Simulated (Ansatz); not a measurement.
**CHGaN+ (quintet): wave-function methods side by side, cc-pVDZ**

Aim: climb from Hartree-Fock through coupled cluster for CHGaN+ (quintet) at one geometry and basis, and see what each rung misses.

Method: cc-pVDZ, core rule «outside noble gas», up to 16 orbitals frozen; program: Ansatz 0.2.0, Gaussian basis.

Plan: UHF; CCSD(T) on ROHF; CCSD(T) on UHF; BCCD(T) on ROHF; CISD as a restricted active space (open shells left free, so some higher excitations enter); CCSDT(Q) on ROHF; CCSDT(Q) on UHF.

31 further runs of the same task are left out: 5 for a known fault of the program, 18 that didn't finish, 8 set aside as unsound or not needed. Runs told in other sessions of the task aren't counted.

## Step 1: What is computed

The geometry is a PBE0/def2-TZVP stationary point (not a proven minimum) of the parent state, kept for this charge and spin. No spin-orbit coupling is included. The filled d shell of Ga may be among the frozen orbitals whatever the setting's name suggests.

4 atoms, charge 1, spin multiplicity 5.

Atoms are counted from 1 here; the program's logs count them from 0.

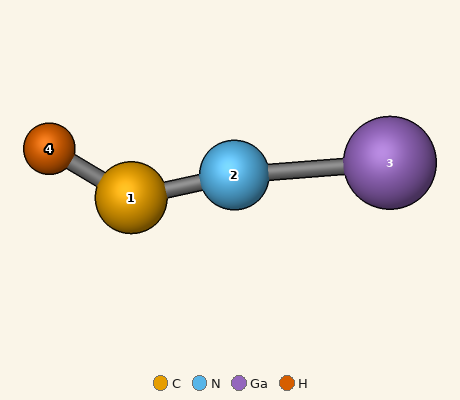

The structure; carbon amber, nitrogen blue, gallium purple, hydrogen orange; atoms are numbered from 1 in the order of the file.

In the tables R marks a restricted open-shell determinant and U an unrestricted one; energies count from the table's Hartree-Fock row.

## Step 2: UHF

in.yaml reads:

```yaml
crystal:
  periodic: [false, false, false]
  atoms:
    - {symbol: C, position_ang: [-0.000013, -0.230756, 0.823313]}
    - {symbol: N, position_ang: [0.000044, -0.079578, -0.372411]}
    - {symbol: Ga, position_ang: [0.000002, -0.100506, -2.152825]}
    - {symbol: H, position_ang: [-0.000033, 0.410841, 1.701924]}
basis:
  gaussian: {orbitals: cc-pVDZ}
total_charge: 1
magnetization: {spin_polarized: true, initial_magnetization: 4}
hamiltonian: {xc: hf}
output: {orbitals: {seedname: orbitals}}
```

The run is started by

```bash
$ ansatz run in.yaml --threads 1 --pin off --events-out ev --progress --plain --max-ram 2393MiB
```

The log of the run:

```text
Functional definition: HF
  name "HF"
  cite "Fock, Z. Phys. 61, 126 (1930) doi:10.1007/BF01340294"
  parent pbe
  exchange = exact_x
  correlation = 0
637 factors; integrals over basis functions are off by at most 1.2e-3 eV
mean field evaluation 1: about -54841.3470 eV, gradient 3.0e1 eV
mean field evaluation 2: about -54841.3548 eV, gradient 3.0e1 eV
mean field evaluation 4: about -54847.5796 eV, gradient 3.6e0 eV
mean field evaluation 8: about -54848.1454 eV, gradient 8.1e-1 eV
mean field evaluation 16: about -54848.2142 eV, gradient 1.5e-5 eV
mean field evaluation 32: about -54847.7419 eV, gradient 7.9e-1 eV
mean field evaluation 64: about -54847.9085 eV, gradient 1.0e0 eV
mean field evaluation 96: about -54847.6299 eV, gradient 1.1e0 eV
mean field evaluation 128: about -54847.8048 eV, gradient 3.1e0 eV
mean field evaluation 160: about -54844.0199 eV, gradient 5.0e0 eV
mean field evaluation 192: about -54848.2140 eV, gradient 7.0e-2 eV
mean field -54848.21416068 eV, -2015.6346929502 hartree, gradient 1.5e-5 eV, S^2 6.055727; 4 other end points of the search recorded, 0 dependent functions left out
reference -54848.21416068 eV, -2015.6346929502 hartree; 24, 20 occupied and 36, 40 virtual orbitals, 637 factors
Total energy: -54848.21416068 eV, -2015.6346929502 hartree
```

Run time: 4.3 s. Hardware: 1 thread of AMD EPYC 7B13, shared host.

From the report: ⟨S²⟩ of the determinant 6.056 (pure quintet: 6.00).

## Step 3: CCSD(T) on ROHF

Edit in.yaml of step 2 so:

```diff
@@ -10,4 +10,3 @@
 total_charge: 1
-magnetization: {spin_polarized: true, initial_magnetization: 4}
-hamiltonian: {xc: hf}
-output: {orbitals: {seedname: orbitals}}
+magnetization: {spin_polarized: false, initial_magnetization: 4}
+correlation: {method: ccsd_t, electrons: outside_noble_gas}
```

The command is unchanged.

The log of the run, cut to the lines that bear on the results:

```text
Functional definition: HF
  name "HF"
  cite "Fock, Z. Phys. 61, 126 (1930) doi:10.1007/BF01340294"
  parent pbe
[...]
637 factors; integrals over basis functions are off by at most 1.2e-3 eV
[...]
mean field -54847.96045039 eV, -2015.6253692688 hartree, gradient 5.2e-6 eV, S^2 6.000000; 16 other end points of the search recorded, 0 dependent functions left out
[...]
determinant -54847.96045039 eV, -2015.6253692688 hartree, with singles and doubles -54855.32335034 eV, -2015.8959508513 hartree
determinant -54847.40576626 eV, -2015.6049850031 hartree, with singles and doubles -54854.37617936 eV, -2015.8611429599 hartree
determinant -54847.36252358 eV, -2015.6033958639 hartree, with singles and doubles -54854.83602351 eV, -2015.8780419208 hartree
determinant -54846.24604864 eV, -2015.5623661667 hartree, with singles and doubles -54853.23234999 eV, -2015.8191080060 hartree
[...]
determinant -54844.75901900 eV, -2015.5077188353 hartree, with singles and doubles -54852.49976876 eV, -2015.7921861423 hartree
determinant -54844.56862393 eV, -2015.5007219457 hartree, with singles and doubles -54851.76335408 eV, -2015.7651234017 hartree
determinant -54847.96045039 eV, -2015.6253692688 hartree, with singles and doubles -54855.32356748 eV, -2015.8959588310 hartree
determinant -54847.36252358 eV, -2015.6033958639 hartree, with singles and doubles -54854.84894437 eV, -2015.8785167534 hartree
16 core orbitals not correlated, not the lowest: weight in the atoms' cores, before any rotation towards them, 0.812 or more for the frozen orbitals, at most 0.205 for the correlated occupied ones
reference -54847.96045039 eV, -2015.6253692688 hartree; 8, 4 occupied and 36, 40 virtual orbitals, 637 factors
second order -6.33035543 eV of doubles, -0.11607505 eV of singles
cycle   1  -7.36311799 eV  change   -9.0e-7 eV  update   3.6e-6
perturbative correction -0.26292962 eV, -0.0096624853 hartree
Total energy: -54855.58649799 eV, -2015.9056213492 hartree
```

Wall time 22 s (1 thread of AMD EPYC 7B13, shared host).

From the report: correlation -7.6260 eV; T1 0.047; largest double amplitude 0.08.

## Step 4: CCSD(T) on UHF

Edit in.yaml of step 3 so:

```diff
@@ -10,3 +10,3 @@
 total_charge: 1
-magnetization: {spin_polarized: false, initial_magnetization: 4}
+magnetization: {spin_polarized: true, initial_magnetization: 4}
 correlation: {method: ccsd_t, electrons: outside_noble_gas}
```

Same command.

The log of the run, cut to the lines that bear on the results:

```text
Functional definition: HF
  name "HF"
  cite "Fock, Z. Phys. 61, 126 (1930) doi:10.1007/BF01340294"
  parent pbe
[...]
637 factors; integrals over basis functions are off by at most 1.2e-3 eV
[...]
mean field -54848.21416068 eV, -2015.6346929502 hartree, gradient 2.9e-6 eV, S^2 6.055727; 16 other end points of the search recorded, 0 dependent functions left out
determinant -54848.21416068 eV, -2015.6346929502 hartree, with singles and doubles -54855.35091926 eV, -2015.8969639906 hartree
determinant -54847.58718038 eV, -2015.6116518490 hartree, with singles and doubles -54854.39700036 eV, -2015.8619081175 hartree
determinant -54847.56256165 eV, -2015.6107471275 hartree, with singles and doubles -54854.86620906 eV, -2015.8791512192 hartree
determinant -54846.47475483 eV, -2015.5707709641 hartree, with singles and doubles -54853.26010855 eV, -2015.8201281141 hartree
[...]
determinant -54845.57176240 eV, -2015.5375866046 hartree, with singles and doubles -54852.02907781 eV, -2015.7748885687 hartree
determinant -54844.90901760 eV, -2015.5132311822 hartree, with singles and doubles -54851.79298179 eV, -2015.7662122000 hartree
determinant -54848.21416068 eV, -2015.6346929502 hartree, with singles and doubles -54855.35547505 eV, -2015.8971314127 hartree
determinant -54847.56256165 eV, -2015.6107471275 hartree, with singles and doubles -54854.87575994 eV, -2015.8795022076 hartree
16 core orbitals not correlated, not the lowest: weight in the atoms' cores, before any rotation towards them, 0.849 or more for the frozen orbitals, at most 0.155 for the correlated occupied ones
reference -54848.21416068 eV, -2015.6346929502 hartree; 8, 4 occupied and 36, 40 virtual orbitals, 637 factors
second order -6.19453636 eV of doubles, -0.00000000 eV of singles
cycle   1  -7.14131674 eV  change   -2.4e-6 eV  update   4.8e-6
perturbative correction -0.24972896 eV, -0.0091773700 hartree
Total energy: -54855.60520638 eV, -2015.9063088699 hartree
```

Wall time 22 s (1 thread of AMD EPYC 7B13, shared host).

From the report: ⟨S²⟩ of the determinant 6.056 (pure quintet: 6.00); correlation -7.3910 eV; T1 0.036; largest double amplitude 0.08.

## Step 5: BCCD(T) on ROHF

Edit in.yaml of step 4 so:

```diff
@@ -10,3 +10,3 @@
 total_charge: 1
-magnetization: {spin_polarized: true, initial_magnetization: 4}
-correlation: {method: ccsd_t, electrons: outside_noble_gas}
+magnetization: {spin_polarized: false, initial_magnetization: 4}
+correlation: {method: bccd_t, electrons: outside_noble_gas}
```

Same command.

The log of the run, cut to the lines that bear on the results:

```text
Functional definition: HF
  name "HF"
  cite "Fock, Z. Phys. 61, 126 (1930) doi:10.1007/BF01340294"
  parent pbe
[...]
637 factors; integrals over basis functions are off by at most 1.2e-3 eV
[...]
mean field -54847.96045039 eV, -2015.6253692688 hartree, gradient 5.2e-6 eV, S^2 6.000000; 16 other end points of the search recorded, 0 dependent functions left out
[...]
determinant -54847.96045039 eV, -2015.6253692688 hartree, with singles and doubles -54855.32335034 eV, -2015.8959508513 hartree
determinant -54847.40576626 eV, -2015.6049850031 hartree, with singles and doubles -54854.37617936 eV, -2015.8611429599 hartree
determinant -54847.36252358 eV, -2015.6033958639 hartree, with singles and doubles -54854.83602351 eV, -2015.8780419208 hartree
determinant -54846.24604864 eV, -2015.5623661667 hartree, with singles and doubles -54853.23234999 eV, -2015.8191080060 hartree
[...]
determinant -54844.56862393 eV, -2015.5007219457 hartree, with singles and doubles -54851.76335408 eV, -2015.7651234017 hartree
determinant -54847.96045039 eV, -2015.6253692688 hartree, with singles and doubles -54855.32356748 eV, -2015.8959588310 hartree
determinant -54847.36252358 eV, -2015.6033958639 hartree, with singles and doubles -54854.84894437 eV, -2015.8785167534 hartree
16 core orbitals not correlated, not the lowest: weight in the atoms' cores, before any rotation towards them, 0.812 or more for the frozen orbitals, at most 0.205 for the correlated occupied ones
reference -54847.96045039 eV, -2015.6253692688 hartree; 8, 4 occupied and 36, 40 virtual orbitals, 637 factors
second order -6.33035543 eV of doubles, -0.11607505 eV of singles
cycle   1  -7.36523151 eV  change   -2.1e-3 eV  update   2.5e-2
[...]
cycle  14  -7.35581905 eV  change    2.4e-6 eV  update   2.3e-6
perturbative correction -0.27120019 eV, -0.0099664231 hartree
Total energy: -54855.58746962 eV, -2015.9056570561 hartree
```

It took 22 s on 1 thread of AMD EPYC 7B13, shared host.

From the report: correlation -7.6270 eV; largest double amplitude 0.07.

## Step 6: CISD as a restricted active space (open shells left free, so some higher excitations enter)

Edit in.yaml of step 5 so:

```diff
@@ -11,2 +11,2 @@
 magnetization: {spin_polarized: false, initial_magnetization: 4}
-correlation: {method: bccd_t, electrons: outside_noble_gas}
+correlation: {active_space: {ras: {orbitals: [4, 4, 36], electrons: 12, max_holes: 2, max_particles: 2}, fixed_orbitals: true}}
```

Launched as before.

The log of the run:

```text
Functional definition: HF
  name "HF"
  cite "Fock, Z. Phys. 61, 126 (1930) doi:10.1007/BF01340294"
  parent pbe
  exchange = exact_x
  correlation = 0
637 factors; integrals over basis functions are off by at most 1.2e-3 eV
mean field evaluation 1: about -54841.8560 eV, gradient 3.5e1 eV
mean field evaluation 2: about -54841.8635 eV, gradient 3.5e1 eV
mean field evaluation 4: about -54846.9467 eV, gradient 8.7e0 eV
mean field evaluation 8: about -54847.7937 eV, gradient 1.5e0 eV
mean field evaluation 16: about -54847.9604 eV, gradient 5.0e-3 eV
mean field evaluation 32: about -54847.8938 eV, gradient 9.4e-1 eV
mean field evaluation 64: about -54847.4059 eV, gradient 1.1e-1 eV
mean field evaluation 96: about -54847.4058 eV, gradient 5.1e-4 eV
mean field -54847.96045039 eV, -2015.6253692688 hartree, gradient 5.2e-6 eV, S^2 6.000000; 10 other end points of the search recorded, 0 dependent functions left out
reference -54847.96045039 eV, -2015.6253692688 hartree; 24, 20 occupied and 36, 40 virtual orbitals, 637 factors
state -54853.44256757 eV, -2015.8268333595 hartree
Total energy: -54853.44256757 eV, -2015.8268333595 hartree
```

Wall time 21 s (1 thread of AMD EPYC 7B13, shared host).

From the report: 556,289 determinants.

## Step 7: CCSDT(Q) on ROHF

Edit in.yaml of step 6 so:

```diff
@@ -11,2 +11,2 @@
 magnetization: {spin_polarized: false, initial_magnetization: 4}
-correlation: {active_space: {ras: {orbitals: [4, 4, 36], electrons: 12, max_holes: 2, max_particles: 2}, fixed_orbitals: true}}
+correlation: {method: ccsdt_q, electrons: outside_noble_gas}
```

The command is unchanged.

The log of the run, cut to the lines that bear on the results:

```text
Functional definition: HF
  name "HF"
  cite "Fock, Z. Phys. 61, 126 (1930) doi:10.1007/BF01340294"
  parent pbe
[...]
1136 factors; integrals over basis functions are off by at most 2.0e-7 eV
[...]
mean field -54847.96066783 eV, -2015.6253772596 hartree, gradient 5.8e-6 eV, S^2 6.000000; 16 other end points of the search recorded, 0 dependent functions left out
[...]
determinant -54847.96066783 eV, -2015.6253772596 hartree, with singles and doubles -54855.32356710 eV, -2015.8959588172 hartree
determinant -54847.40598685 eV, -2015.6049931098 hartree, with singles and doubles -54854.37640025 eV, -2015.8611510774 hartree
determinant -54847.36274403 eV, -2015.6034039654 hartree, with singles and doubles -54854.83624168 eV, -2015.8780499385 hartree
determinant -54846.24627318 eV, -2015.5623744183 hartree, with singles and doubles -54853.23257570 eV, -2015.8191163006 hartree
[...]
determinant -54844.56885686 eV, -2015.5007305055 hartree, with singles and doubles -54851.76358345 eV, -2015.7651318312 hartree
determinant -54847.96066783 eV, -2015.6253772596 hartree, with singles and doubles -54855.32378361 eV, -2015.8959667738 hartree
determinant -54847.36274403 eV, -2015.6034039654 hartree, with singles and doubles -54854.84916243 eV, -2015.8785247672 hartree
16 core orbitals not correlated, not the lowest: weight in the atoms' cores, before any rotation towards them, 0.812 or more for the frozen orbitals, at most 0.205 for the correlated occupied ones
reference -54847.96066783 eV, -2015.6253772596 hartree; 8, 4 occupied and 36, 40 virtual orbitals, 1136 factors
second order -6.33036494 eV of doubles, -0.11607519 eV of singles
cycle   1  -6.92187906 eV  change   -4.7e-1 eV  update   9.3e-2
[...]
cycle  25  -7.68071886 eV  change   -6.7e-7 eV  update   1.1e-6
perturbative correction -0.02439553 eV, -0.0008965194 hartree
Total energy: -54855.66578223 eV, -2015.9085349911 hartree
```

It took 2 min on 1 thread of AMD EPYC 7B13, shared host; peak memory 0.8 GiB.

From the report: correlation -7.7051 eV; T1 0.051; largest double amplitude 0.15.

## Step 8: CCSDT(Q) on UHF

Edit in.yaml of step 7 so:

```diff
@@ -10,3 +10,3 @@
 total_charge: 1
-magnetization: {spin_polarized: false, initial_magnetization: 4}
+magnetization: {spin_polarized: true, initial_magnetization: 4}
 correlation: {method: ccsdt_q, electrons: outside_noble_gas}
```

Same command.

The log of the run, cut to the lines that bear on the results:

```text
Functional definition: HF
  name "HF"
  cite "Fock, Z. Phys. 61, 126 (1930) doi:10.1007/BF01340294"
  parent pbe
[...]
1136 factors; integrals over basis functions are off by at most 2.0e-7 eV
[...]
mean field -54848.21437918 eV, -2015.6347009798 hartree, gradient 2.0e-6 eV, S^2 6.055728; 16 other end points of the search recorded, 0 dependent functions left out
determinant -54848.21437918 eV, -2015.6347009798 hartree, with singles and doubles -54855.35113619 eV, -2015.8969719624 hartree
determinant -54847.58740104 eV, -2015.6116599583 hartree, with singles and doubles -54854.39722240 eV, -2015.8619162772 hartree
determinant -54847.56278379 eV, -2015.6107552909 hartree, with singles and doubles -54854.86642818 eV, -2015.8791592716 hartree
determinant -54846.47497944 eV, -2015.5707792185 hartree, with singles and doubles -54853.26033413 eV, -2015.8201364039 hartree
[...]
determinant -54844.90925030 eV, -2015.5132397339 hartree, with singles and doubles -54851.79321393 eV, -2015.7662207313 hartree
determinant -54848.21437918 eV, -2015.6347009798 hartree, with singles and doubles -54855.35569179 eV, -2015.8971393776 hartree
determinant -54847.56278379 eV, -2015.6107552909 hartree, with singles and doubles -54854.87597861 eV, -2015.8795102437 hartree
16 core orbitals not correlated, not the lowest: weight in the atoms' cores, before any rotation towards them, 0.849 or more for the frozen orbitals, at most 0.155 for the correlated occupied ones
reference -54848.21437918 eV, -2015.6347009798 hartree; 8, 4 occupied and 36, 40 virtual orbitals, 1136 factors
second order -6.19454396 eV of doubles, -0.00000000 eV of singles
cycle   1  -6.70114987 eV  change   -5.1e-1 eV  update   8.9e-2
[...]
cycle  31  -7.44681506 eV  change   -5.3e-7 eV  update   3.1e-7
perturbative correction -0.02442460 eV, -0.0008975874 hartree
Total energy: -54855.68561884 eV, -2015.9092639732 hartree
```

Run time: 2.1 min. Hardware: 1 thread of AMD EPYC 7B13, shared host; peak memory 0.68 GiB.

From the report: ⟨S²⟩ of the determinant 6.056 (pure quintet: 6.00); correlation -7.4712 eV; T1 0.039; largest double amplitude 0.15.

## Step 9: All levels against the top one

The yardstick is UCCSDT(Q), where the cluster series has nearly closed. Rows without a time are mean-field rows or come out of runs for another level: lower rungs of the coupled-cluster runs, or the Hartree-Fock search.

Differences are taken before rounding.

```csv
method,energy from the lowest ROHF (kcal/mol),from UCCSDT(Q) (kcal/mol),time
ROHF,0.00,+178.15,
UHF,-5.85,+172.30,
RMP2,-148.66,+29.49,
UMP2,-148.70,+29.45,
RCCSD,-169.80,+8.35,
UCCSD,-170.53,+7.61,
RCCSD(T),-175.86,+2.29,22 s
UCCSD(T),-176.29,+1.85,22 s
BCCD(T),-175.88,+2.26,22 s
RCCSDT,-177.13,+1.02,
UCCSDT,-177.58,+0.56,
RCCSDT(Q),-177.69,+0.46,2 min
UCCSDT(Q),-178.15,0,2.1 min
```

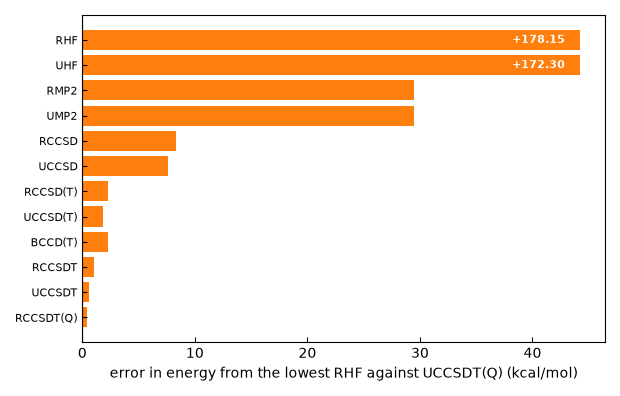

Error of each method against UCCSDT(Q). Bars with a number in them are cut short.

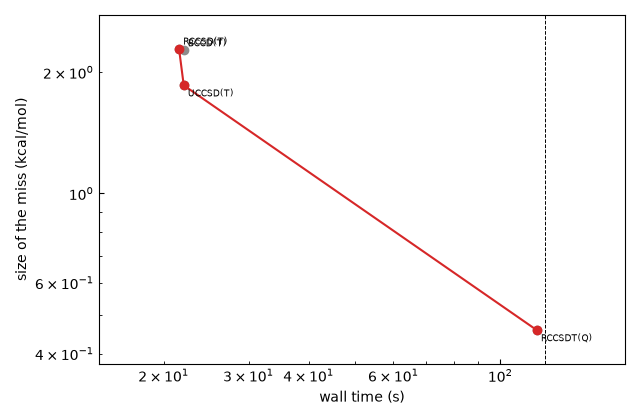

Accuracy for the time spent; red marks the levels that beat every quicker one drawn (of those quicker than the yardstick), and the dashed line is the time of UCCSDT(Q). Times are from a shared host.

Not comparable, so not listed: CISD as a restricted active space (open shells left free, so some higher excitations enter) (they don't share determinant, frozen orbitals or solution with the rows shown, or repeat one).

## Step 10: Summary of results

```
                         quantity              value
    UCCSDT(Q) from the ROHF energy         -7.7252 eV
              RMP2 from UCCSDT(Q)    +29.49 kcal/mol
              UMP2 from UCCSDT(Q)    +29.45 kcal/mol
             RCCSD from UCCSDT(Q)     +8.35 kcal/mol
          RCCSD(T) from UCCSDT(Q)     +2.29 kcal/mol
          UCCSD(T) from UCCSDT(Q)     +1.85 kcal/mol
         RCCSDT(Q) from UCCSDT(Q)     +0.46 kcal/mol
levels within 1 kcal/mol (43 meV)  UCCSDT, RCCSDT(Q)
                    T1 diagnostic              0.047
```

RCCSD(T) lands +2.29 kcal/mol from the yardstick (1.3 % of the correlation energy). These misses are within one basis, not against nature; the frozen cores of restricted and unrestricted runs differ, which can shift their rows.

RCCSDT(Q) reaches 0.46 kcal/mol from the reference in 2 min, where UCCSDT(Q) took 2.1 min; the quickest level in the cost chart, RCCSD(T), takes 22 s and misses by 2.29 kcal/mol.
